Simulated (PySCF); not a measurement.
# C2H11NSSi3: what the fields show

Input

```
{"job": {"kind": "nmr", "xc": "PBE0", "basis": "pcSseg-1"}, "charge": 0, "multiplicity": 1}
C      2.803465    -0.362866    -0.658878
C      1.840574     0.517607    -0.431782
Si     0.446116     0.325206     0.819063
S      0.762868    -1.446845     1.992458
N     -1.081920     0.170735     0.017964
Si    -1.986844    -1.331279     0.059431
Si    -1.594784     1.484238    -1.009516
H      3.562869    -0.214875    -1.411640
H      2.872557    -1.280847    -0.095967
H      1.809493     1.421402    -1.027968
H      0.400149     1.445986     1.762522
H      1.992014    -1.124630     2.369738
H     -1.221439    -2.367939    -0.634147
H     -2.215674    -1.677031     1.459589
H     -3.242923    -1.062141    -0.634158
H     -1.316484     1.150323    -2.407885
H     -3.020209     1.702089    -0.783543
H     -0.818587     2.657185    -0.610268
```

Launched as:

```sh
OMP_NUM_THREADS=1 python probes_run.py task.json out
```

Geometry: GFN2-xTB.

Theory: PySCF 2.14.0, PBE0/pcSseg-1, SCF density, gas phase, non-relativistic.

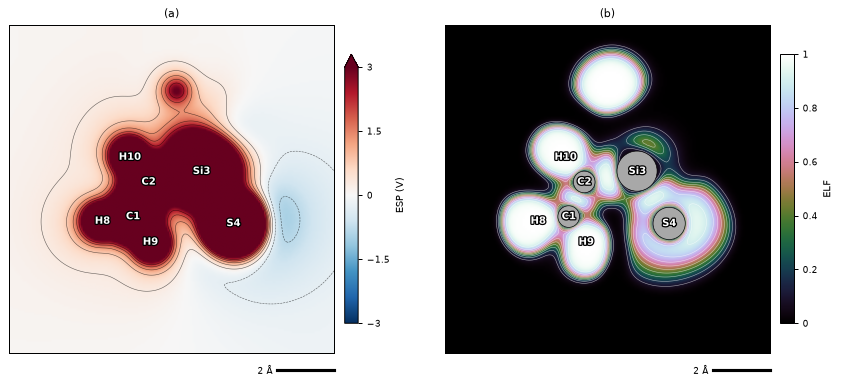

Figure 1. (a) electrostatic potential; (b) electron localisation function on the plane of atoms C2, C1 and H8. Grey discs cover the atomic cores in the ELF map.

### Interpret the plot.

Atoms in the plane: C, Si, S and H.
C–C (1.32 Å): the ELF peaks at about 0.90 between the atoms; a short, multiple covalent bond.
C–Si (1.88 Å): the ELF peaks at about 0.95 between the atoms: localised, covalent bonding.
Si–S (2.15 Å): the ELF peaks at about 0.95 between the atoms: a covalent bond.
C–H (1.08 Å): the ELF climbs to about 1 towards the hydrogen, as it does in any bond to H; a covalent bond by its length.
The ELF also peaks beside S4, away from the bonds: lone-pair regions.
Outside the dense part of the molecule the potential is most negative (−1.0 V) near S4.

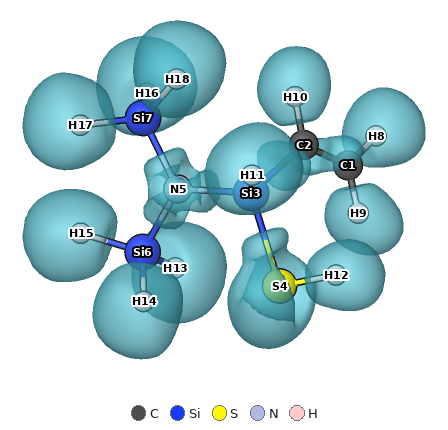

Figure 2. Isosurface of the ELF at 0.8 (cyan), seen across its widest extent. Core shells and regions of very low density are left out.

### Identify the bonds, lone pairs and shells in this picture.

The ELF exceeds this value in one region between bonded C–C atoms (shared pairs), one region between bonded C–Si atoms (shared pairs), eleven regions around hydrogen nuclei, one region on N in which the atom's valence shell and bonds are merged and one region on S in which the atom's valence shell and bonds are merged.


 Si–N (1.73 Å): the ELF peaks at about 0.90 between the atoms: a polar covalent bond.

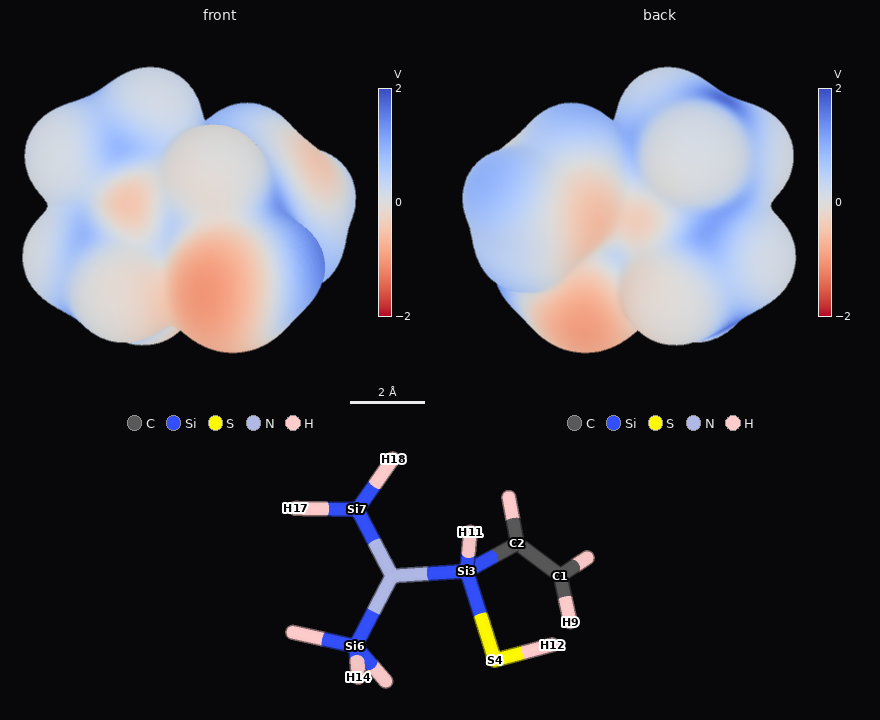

Figure 3. The electrostatic potential painted on the density surface at 0.002 e/bohr³, seen from the front and from behind; red is negative and blue positive. The bare structure is drawn below in the same view.

### Where is the surface potential most negative and most positive?

The most negative region (about −1.0 V) lies over S4, the most positive (about +1.5 V) over Si6, Si7 and H12.

### How polar is the molecule by this calculation?

Its dipole moment is 1.59 D.
